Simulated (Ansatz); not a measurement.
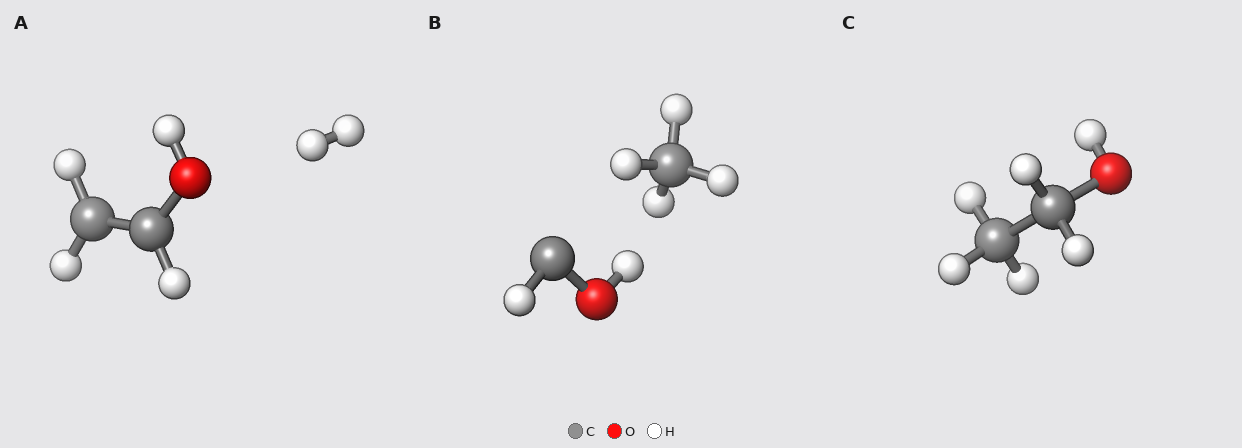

3 stationary structures of one formula. Geometries: PBE-D4/def2-SVP. Electronic energies: PBE-D4/def2-SVP (Ansatz 0.2.0), without zero-point energy. No frequency run is at hand to confirm each as a minimum. Each is one conformer, not always the lowest.

**Rank them by energy, lowest first.**

C is lowest; A lies 31.0 kcal/mol above it, B lies 68.1 kcal/mol above it.
